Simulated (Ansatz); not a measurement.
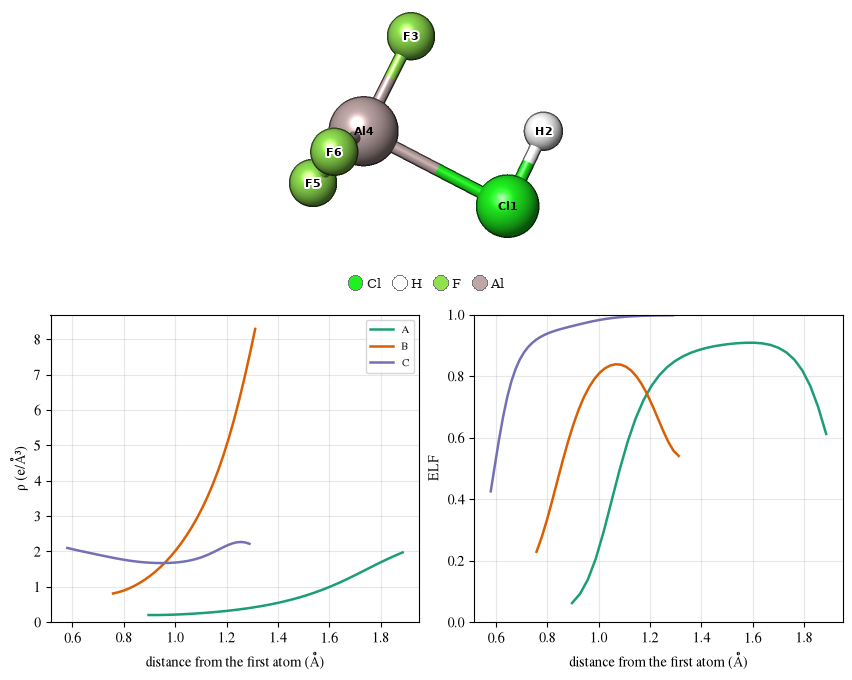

Figure 1: AlClF3H. Total electron density and electron localisation function along straight lines between neighbouring atoms. The curves leave out the atomic cores. The structure is drawn too.

Geometry: PBE0-D4/def2-TZVP.

The calculation used RKS PBE0-D4/def2-TZVPPD in Ansatz.

```xyz
6

Cl   -0.7891   -0.3139   -1.5516
H     0.4252   -0.5951   -1.8810
F     1.5687   -0.1655    0.2779
Al    0.0230    0.2008    0.7268
F    -0.4053    1.7797    0.8363
F    -0.8225   -0.9060    1.5917
```

### Which curve belongs to which contact (Al–Cl, Al–F and Cl–H)? The first atom named is at distance zero.

Curve A: Al–Cl (2.47 Å): ρ at the midpoint is about 0.35 e/Å³, with its minimum of 0.2 e/Å³ about 0.9 Å from Al; the ELF peaks at about 0.90 in the valence shell of Cl, 0.9 Å from its nucleus, and is about 0.80 at the midpoint. Curve B: Al–F (1.64 Å): ρ at the midpoint is about 0.95 e/Å³; the ELF peaks at about 0.85 in the valence shell of F, 0.6 Å from its nucleus, and is about 0.40 at the midpoint. Curve C: Cl–H (1.29 Å): ρ at the midpoint is about 2 e/Å³; the ELF climbs to about 1 towards the hydrogen, as it does in any bond to H (a covalent bond by its length).
